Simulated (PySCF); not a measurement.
# GaCl (charge +1, doublet): what the fields show

| atom | x (Å) | y (Å) | z (Å) |
| --- | --- | --- | --- |
| Ga | 0.0000 | 0.0000 | -0.7199 |
| Cl | 0.0000 | 0.0000 | 1.4191 |

Computed with PBE0/cc-pVDZ(-PP), non-relativistic Hamiltonian with scalar-relativistic core potentials where named, at a bond length of 2.139 Å (PySCF).

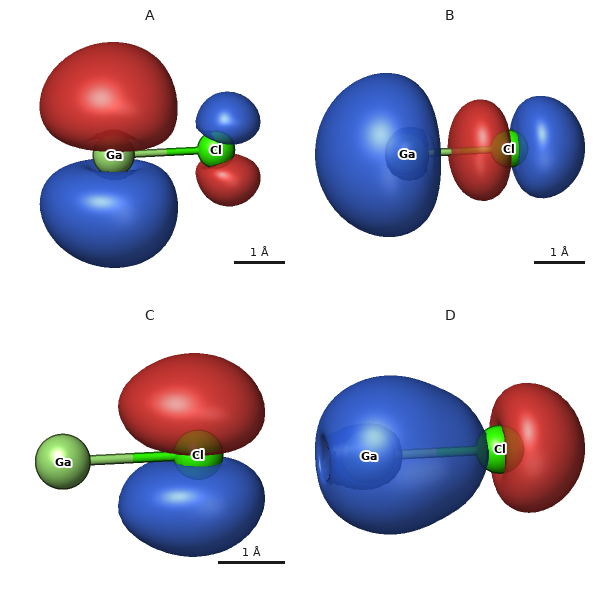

Figure 1. Four frontier β-spin orbitals, each drawn at the value that holds 80 % of its norm (blue and red are the two phases), in no order; of a degenerate pair one member is drawn.

Name the orbitals and rank them from lowest to highest energy.

Orbital D: σ, occupied in this spin, −18.48 eV; shared between the atoms (Ga 45 %, Cl 55 %).
Orbital C: π, occupied in this spin, −15.72 eV; mainly on Cl (90 %).
Orbital B: σ, empty in this spin, −12.21 eV; shared between the atoms (Ga 65 %, Cl 35 %).
Orbital A: π, empty in this spin, −7.60 eV; mainly on Ga (90 %).

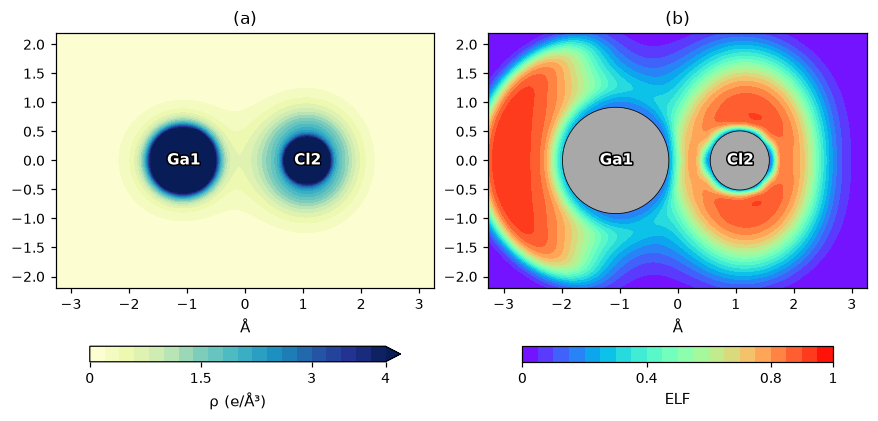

Figure 2. (a) electron density; (b) electron localisation function on a plane that holds the molecular axis. Grey discs cover the atomic cores in the ELF map.

What do the fields say about this system?

- The plane passes through Ga and Cl nuclei.
- Ga–Cl (2.14 Å): the density is about 0.65 e/Å³ at the midpoint; the ELF peaks at about 0.75 in the valence shell of Cl, 0.9 Å from its nucleus, and is about 0.50 at the midpoint.
- The ELF also peaks beside Cl2, away from the bonds: non-bonding electrons, paired or unpaired.

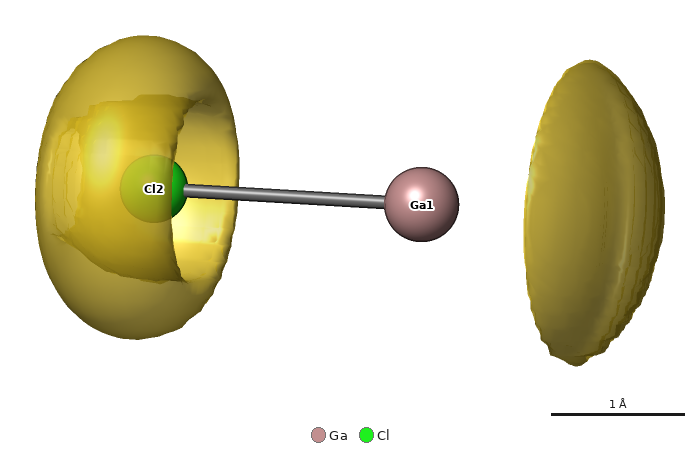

Figure 3. Isosurface of the electron localisation function at 0.85 (yellow), seen from one side. Only the valence region is drawn (cores and ρ < 0.01 e/Å³ removed).

What do the ELF domains correspond to?

The ELF exceeds this value in one lobe on Ga, pointing away from the bonds (non-bonding electrons) and one region wrapped around Cl (its valence shell).
